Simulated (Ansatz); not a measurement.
# quartet Si2NH6: levels of theory compared

Aim: a comparison of 6 runs (UHF/STO-3G, U-wB97M-V/cc-pVDZ, UB3LYP/cc-pVDZ, UHSE06/cc-pVDZ, UPBE-QIDH/cc-pVDZ, RPA@PBE0/cc-pVDZ) of quartet Si2NH6. 

The results are computed with Ansatz 0.2.0.

60 further runs of the same task are left out: 60 set aside as unsound or not needed.

**1. The molecule**

Si2NH6 has 9 atoms, charge 0, and is taken as a quartet. SMILES of the parent species: `[SiH2]N[SiH3]`. The shape is that of a PBE0-D4/def2-TZVP optimisation. This is one conformer, not always the lowest. That shape belongs to the parent species and isn't relaxed for this state.

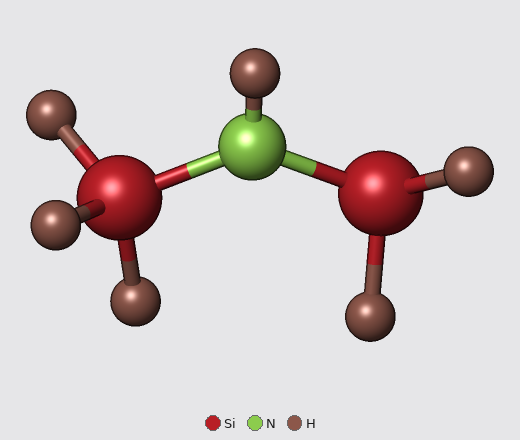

The structure, seen from a chosen angle (silicon red, nitrogen green, hydrogen brown).

**2. The energy at UHF/STO-3G (run 1)**

run.yaml

```yaml
crystal:
  periodic: [false, false, false]
  atoms:
    - symbol: Si
      position_ang: [-1.200900, 0.925300, -0.948400]
    - symbol: "N"
      position_ang: [0.196900, 0.625800, 0.025200]
    - symbol: Si
      position_ang: [0.611700, -0.820500, 0.880200]
    - symbol: H
      position_ang: [-1.616500, -0.372000, -1.554500]
    - symbol: H
      position_ang: [-0.842900, 1.913400, -2.010900]
    - symbol: H
      position_ang: [0.764100, 1.439300, 0.222200]
    - symbol: H
      position_ang: [1.982600, -1.276500, 0.525400]
    - symbol: H
      position_ang: [-0.378200, -1.853400, 0.488500]
    - symbol: H
      position_ang: [0.571600, -0.627700, 2.355400]
basis:
  gaussian: {orbitals: STO-3G}
magnetization: {spin_polarized: true, initial_magnetization: 3}
hamiltonian: {xc: hf}
accuracy: high
output: {orbitals: {seedname: orbitals}}
```

Run with:

```sh
$ ansatz run run.yaml --threads 1 --pin off --max-ram 3480MiB --events-out events.jsonl --progress --plain --runs-dir runs
```

What it wrote:

```text
Warning: RAYON_NUM_THREADS=1 ignored (pool sized by the plan → 1); use --threads N
Functional definition: HF
  name "HF"
  exchange = exact_x
  correlation = 0
561 factors; integrals over basis functions are off by at most 9.7e-9 eV
mean field evaluation 1: about -17089.3894 eV, gradient 8.8e0 eV
mean field evaluation 2: about -17089.5317 eV, gradient 8.7e0 eV
mean field evaluation 4: about -17091.1370 eV, gradient 1.4e0 eV
mean field evaluation 8: about -17091.2336 eV, gradient 5.5e-4 eV
mean field -17091.23131716 eV, -628.0911660531 hartree, gradient 2.2e-8 eV, S^2 3.756934; 0 other end points of the search recorded, 0 dependent functions left out
reference -17091.23131716 eV, -628.0911660531 hartree; 22, 19 occupied and 7, 10 virtual orbitals, 561 factors
Total energy: -17091.23131716 eV, -628.0911660531 hartree
```

Run time: 0.34 s. Hardware: 1 thread of Arm Neoverse V1, shared host.

**3. A single-point energy at U-wB97M-V/cc-pVDZ (run 2)**

input.yaml

```yaml
crystal:
  periodic: [false, false, false]
  atoms:
    - {symbol: Si, position_ang: [-1.200900, 0.925300, -0.948400]}
    - {symbol: N, position_ang: [0.196900, 0.625800, 0.025200]}
    - {symbol: Si, position_ang: [0.611700, -0.820500, 0.880200]}
    - {symbol: H, position_ang: [-1.616500, -0.372000, -1.554500]}
    - {symbol: H, position_ang: [-0.842900, 1.913400, -2.010900]}
    - {symbol: H, position_ang: [0.764100, 1.439300, 0.222200]}
    - {symbol: H, position_ang: [1.982600, -1.276500, 0.525400]}
    - {symbol: H, position_ang: [-0.378200, -1.853400, 0.488500]}
    - {symbol: H, position_ang: [0.571600, -0.627700, 2.355400]}
basis:
  gaussian:
    orbitals: cc-pVDZ
magnetization:
  spin_polarized: true
  initial_magnetization: 3
hamiltonian:
  xc: {name: wB97M-V}
accuracy: high
output: {orbitals: {seedname: orbitals}}
```

Run with:

```sh
$ ansatz run input.yaml --threads 1 --pin off --max-ram 3480MiB --events-out events.jsonl --progress --plain --runs-dir runs
```

What it wrote (excerpt; [...] marks lines left out):

```text
Warning: RAYON_NUM_THREADS=1 ignored (pool sized by the plan → 1); use --threads N
Functional definition: wB97M-V
  name "wB97M-V"
[...]
  gx(w, u) = 1 - cx + cx01*u + cx10*w
  gss(w, u) = css00 + css04*u^4 + css10*w + css20*w^2 + css43*w^4*u^3
  gos(w, u) = cos00 + cos10*w + (cos20 + cos21*u)*w^2 + (cos60 + cos61*u)*w^6
[...]
      + integral(e_c_pw_mod_opposite_spin*gos(b97_w_opposite, b97_u_opposite)) + vv10(b, c)
1930 factors; integrals over basis functions are off by at most 3.8e-9 eV
390 factors; integrals over basis functions are off by at most 2.4e-9 eV
[...]
mean field -17333.21988555 eV, -636.9840819155 hartree, gradient 9.5e-8 eV, S^2 3.755555; 4 other end points of the search recorded, 0 dependent functions left out
reference -17333.21989010 eV, -636.9840820829 hartree; 22, 19 occupied and 58, 61 virtual orbitals, 1930 factors
Total energy: -17333.21989010 eV, -636.9840820829 hartree
```

Wall time 2.9 min (1 thread of Arm Neoverse V1, shared host); peak memory 0.97 GiB.

Runs 3 to 5 aren't shown in full; the table further down has their settings and results.

**4. A single-point energy at RPA@PBE0/cc-pVDZ (run 6)**

input.yaml: that of step 3 with these lines changed.

```diff
@@ -13,10 +13,6 @@
 basis:
-  gaussian:
-    orbitals: cc-pVDZ
-magnetization:
-  spin_polarized: true
-  initial_magnetization: 3
-hamiltonian:
-  xc: {name: wB97M-V}
+  gaussian: {orbitals: cc-pVDZ}
+magnetization: {spin_polarized: true, initial_magnetization: 3}
+hamiltonian: {xc: {name: PBE0}}
+correlation: {method: rpa, frozen_orbitals: {H: 0, "N": 1, Si: 5}}
 accuracy: high
-output: {orbitals: {seedname: orbitals}}
```

Run with:

```sh
$ ansatz run input.yaml --threads 1 --pin off --max-ram 3480MiB --events-out events.jsonl --progress --plain --runs-dir runs
```

What it wrote (excerpt; [...] marks lines left out):

```text
Warning: RAYON_NUM_THREADS=1 ignored (pool sized by the plan → 1); use --threads N
Functional definition: PBE0
  name "PBE0"
[...]
1930 factors; integrals over basis functions are off by at most 3.8e-9 eV
[...]
mean field -17327.45446644 eV, -636.7722066711 hartree, gradient 3.0e-8 eV, S^2 3.757728; 1 other end points of the search recorded, 0 dependent functions left out
11 core orbitals not correlated: weight in the atoms' cores, before any rotation towards them, 1.000 or more for the frozen orbitals, at most 0.000 for the correlated occupied ones
reference -17293.88228249 eV, -635.5384516672 hartree; 11, 8 occupied and 58, 61 virtual orbitals, 1930 factors
Total energy: -17309.97827880 eV, -636.1299686211 hartree
```

Run time: 26 s. Hardware: 1 thread of Arm Neoverse V1, shared host; peak memory 0.38 GiB.

**5. All runs side by side**

| run | level | frozen core orbitals | energy (Eh) | ⟨S²⟩ | wall time |
| --- | --- | --- | --- | --- | --- |
| 1 | UHF/STO-3G | – | -628.091166 | 3.757 | 0.34 s |
| 2 | U-wB97M-V/cc-pVDZ | – | -636.984082 | 3.756 | 2.9 min |
| 3 | UB3LYP/cc-pVDZ | – | -637.126295 | 3.756 | 18 s |
| 4 | UHSE06/cc-pVDZ | – | -636.756474 | 3.758 | 19 s |
| 5 | UPBE-QIDH/cc-pVDZ | 11 | -636.551410 | 3.760 | 17 s |
| 6 | RPA@PBE0/cc-pVDZ | 11 | -636.129969 | 3.758 | 26 s |

**6. Outcome**

| quantity | value |
| --- | --- |
| run 6: total energy | -636.12997 Eh |
| run 6: RPA correlation energy (valence) | -591.5 mEh |
| run 6: ⟨S²⟩ of the reference determinant | 3.758 |

What this shows: Totals of different functionals can't be ranked against each other. In run 1 the basis is minimal, so the values are rough. All runs together took 4.2 min, the longest 2.9 min.
